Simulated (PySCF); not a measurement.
C$_{6}$H$_{3}$NS (charge +1, doublet)

```xyz
11

C     3.2070    0.1825   -0.8496
C     2.3503    0.0151   -0.0174
C     1.3715   -0.1811    0.9630
S     1.7383   -0.5439    2.5284
C     0.0345   -0.0528    0.5530
C    -1.1126    0.0773    0.1832
C    -2.4635    0.2294   -0.2267
N    -3.2359   -0.6448   -0.6540
H     3.9544    0.3296   -1.5785
H    -2.8410    1.2501   -0.1321
H    -2.9975   -1.6189   -0.7954
```

Geometry: GFN2-xTB.

The calculation used UKS B3LYP, pcH-1 on C H N S, non-relativistic, mean-field spin-orbit, GIAO in PySCF.

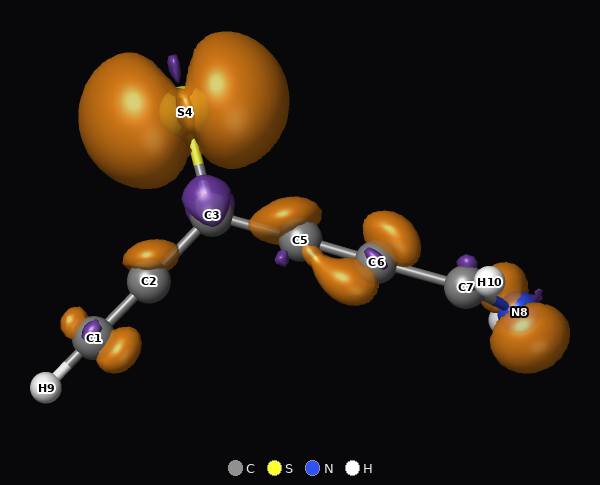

Figure 1. Isosurfaces of the spin density at +0.02 (orange) and −0.02 e/Å³ (purple), seen across its widest extent.

> Describe the spin distribution.

The unpaired spin (1 electron) lies mostly on S4 (about 0.8) and N8 (about 0.1), in electrons by Hirshfeld's partition.

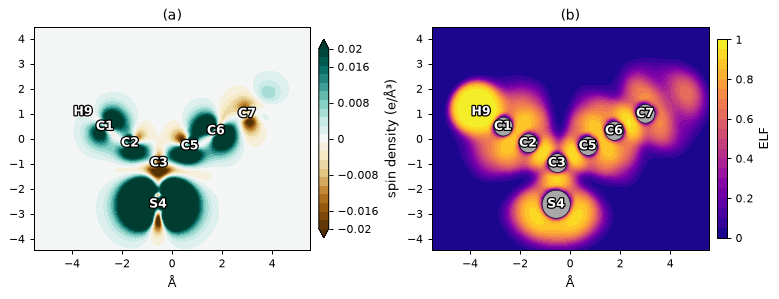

Figure 2. (a) spin density; (b) ELF on the plane of atoms S4, C3 and C5. Grey discs cover the atomic cores in the ELF map.

> Read the bonding off the picture.

The section cuts through C, S and H sites.
C–C (1.21 Å): the ELF peaks at about 0.85 between the atoms; a short, multiple covalent bond.
C–S (1.65 Å): the ELF peaks at about 0.90 between the atoms; a covalent bond.
C–H (1.05 Å): the ELF climbs to about 1 towards the hydrogen, as it does in any bond to H; an ordinary covalent bond to hydrogen.
The ELF also peaks beside S4, away from the bonds: non-bonding electrons, paired or unpaired.
